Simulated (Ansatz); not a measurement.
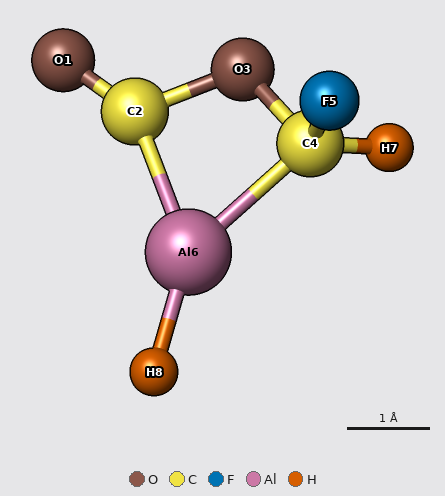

Figure 1. The structure as given in the input (ball-and-stick view, seen at a tilt; atoms are numbered from 1 in the order of the input). Sticks mark near contacts.

## C2H2AlFO2: one change and its effect

System: C2H2AlFO2.
Method of run A: RKS SPW92 (LDA)/def2-TZVPP (Ansatz 0.2.0).

The geometry comes from this level: PBE0-D4/def2-TZVP. Text and figures count atoms from 1; the logs count them from 0 in places.

## Input, run A
```yaml
crystal:
  periodic: [false, false, false]
  atoms:
    - {symbol: O, position_ang: [-2.546739, 0.006469, 0.079348]}
    - {symbol: C, position_ang: [-1.367321, -0.069861, 0.100131]}
    - {symbol: O, position_ang: [-0.581000, 0.463041, -0.949724]}
    - {symbol: C, position_ang: [0.789835, 0.319763, -0.637324]}
    - {symbol: F, position_ang: [1.287841, 1.563280, -0.263554]}
    - {symbol: Al, position_ang: [0.313535, -0.756895, 0.974948]}
    - {symbol: H, position_ang: [1.320063, 0.024913, -1.541775]}
    - {symbol: H, position_ang: [0.875985, -1.607810, 2.182147]}
basis:
  gaussian: {orbitals: def2-TZVPP}
hamiltonian: {xc: lda}
output: {orbitals: {seedname: orbitals}}
```

Hardware: 4 threads of Oxide Virtual Turin-like, 27 GiB of memory available, shared host.

## Output (run A)
```
Functional definition: SPW92
  exchange = slater_x
  correlation = pw_c
1205 factors; their error is unknown
mean field evaluation 1: about -15414.7014 eV, gradient 6.6e1 eV
mean field evaluation 2: about -15330.1345 eV, gradient 1.8e2 eV
mean field evaluation 4: about -15422.0645 eV, gradient 2.7e1 eV
mean field evaluation 8: about -15423.4495 eV, gradient 6.2e-1 eV
mean field evaluation 16: about -15423.4345 eV, gradient 1.3e-3 eV
mean field -15423.43452442 eV, -566.8007643931 hartree, gradient 5.8e-5 eV, S^2 0.000000; 0 other end points of the search recorded, 0 dependent functions left out
reference -15423.43456219 eV, -566.8007657812 hartree; 26, 26 occupied and 199, 199 virtual orbitals, 1205 factors
Total energy: -15423.43456219 eV, -566.8007657812 hartree
```

For run B the input was changed thus:
```diff
-hamiltonian: {xc: lda}
+correlation: {method: ccsd_t}
```

What does this change do to the results?

The total energies belong to different methods, so their difference says nothing on which is more stable or more accurate. The HOMO goes from −6.33 to −10.99 eV. The LUMO goes from −3.69 to 0.07 eV.

## Output (run B)
```
Functional definition: HF
  exchange = exact_x
  correlation = 0
1433 factors; integrals over basis functions are off by at most 1.1e-3 eV
mean field evaluation 1: about -15453.3735 eV, gradient 4.5e1 eV
mean field evaluation 2: about -15453.7124 eV, gradient 4.6e1 eV
mean field evaluation 4: about -15458.0037 eV, gradient 4.6e0 eV
mean field evaluation 8: about -15458.1121 eV, gradient 6.4e-1 eV
mean field evaluation 16: about -15458.1160 eV, gradient 2.2e-6 eV
mean field -15458.11599597 eV, -568.0752849645 hartree, gradient 2.1e-6 eV, S^2 0.000000; 0 other end points of the search recorded, 0 dependent functions left out
10 core orbitals not correlated: weight in the atoms' cores, before any rotation towards them, 1.000 or more for the frozen orbitals, at most 0.000 for the correlated occupied ones
reference -15458.11599597 eV, -568.0752849645 hartree; 16, 16 occupied and 199, 199 virtual orbitals, 1433 factors
second order -29.69101588 eV of doubles, -0.00000000 eV of singles
cycle   1  -29.01959986 eV  change    6.7e-1 eV  update   1.5e-1
cycle   2  -29.84091379 eV  change   -8.2e-1 eV  update   4.8e-2
cycle   3  -30.05308704 eV  change   -2.1e-1 eV  update   2.5e-2
cycle   4  -30.02518713 eV  change    2.8e-2 eV  update   7.1e-3
cycle   5  -30.01925251 eV  change    5.9e-3 eV  update   3.9e-3
cycle   6  -30.02252827 eV  change   -3.3e-3 eV  update   1.5e-3
cycle   7  -30.02232173 eV  change    2.1e-4 eV  update   6.9e-4
cycle   8  -30.02178469 eV  change    5.4e-4 eV  update   2.9e-4
cycle   9  -30.02184217 eV  change   -5.7e-5 eV  update   1.3e-4
cycle  10  -30.02200409 eV  change   -1.6e-4 eV  update   5.2e-5
cycle  11  -30.02190986 eV  change    9.4e-5 eV  update   2.5e-5
cycle  12  -30.02193603 eV  change   -2.6e-5 eV  update   1.4e-5
perturbative correction -1.29453951 eV, -0.0475734494 hartree
Total energy: -15489.43247151 eV, -569.2261442134 hartree
```

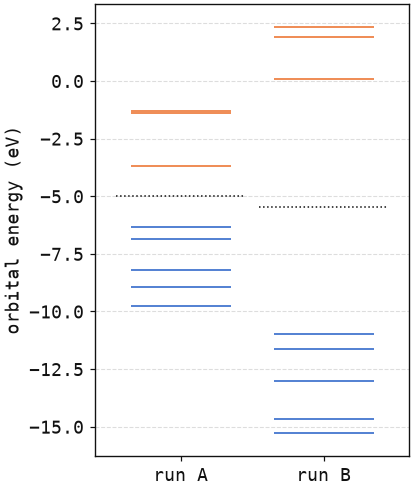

Figure 2. The five highest filled and three lowest empty orbital energies of the two runs; the dotted lines part filled from empty levels. The HOMO–LUMO gap is 2.65 eV in run A and 11.06 eV in run B.

## The two runs side by side

```csv
quantity,run A,run B
outcome,converged,converged
total energy (hartree),−566.800766,−569.226144
HOMO (eV),−6.33,−10.99
LUMO (eV),−3.69,0.07
basis functions,225,225
wall time (shared host),1.6 s,90 s
```
